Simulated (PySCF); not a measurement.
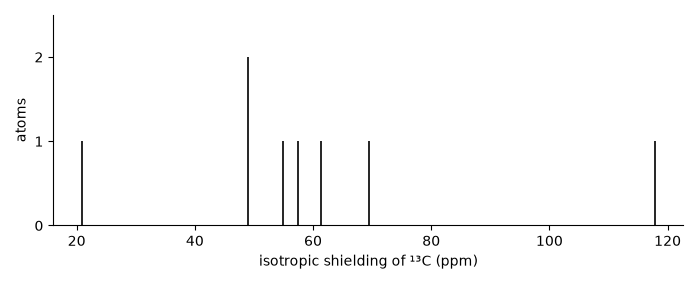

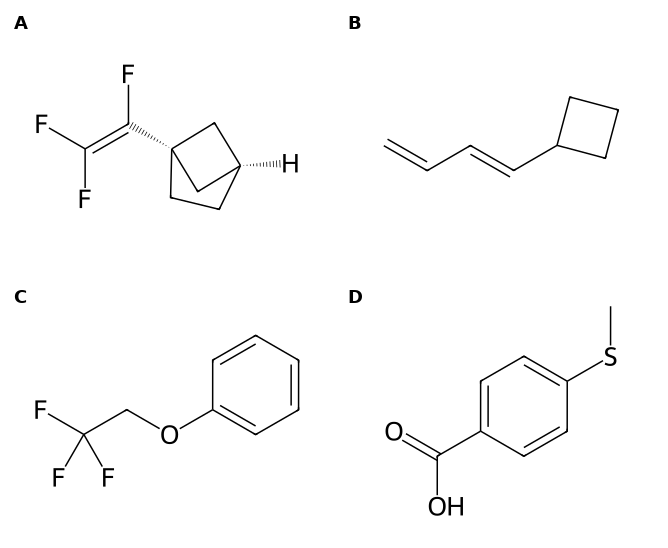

The sticks are computed shieldings of one of the molecules, for one fixed geometry (PBE0-D3(BJ)/def2-SVP) without averaging over rotations. Low shielding means a high chemical shift. Method: GIAO PBE0/pcSseg-1 NMR shielding, non-relativistic, IEF-PCM benzene (PySCF 2.14.0).

Question: Which molecule gives this pattern?

Answer: C, `FC(F)(F)COc1ccccc1`. Its 8 C atoms give lines at 20.9, 48.9 (2 atoms), 55.0, 57.5, 61.3, 69.5, 117.8 ppm.
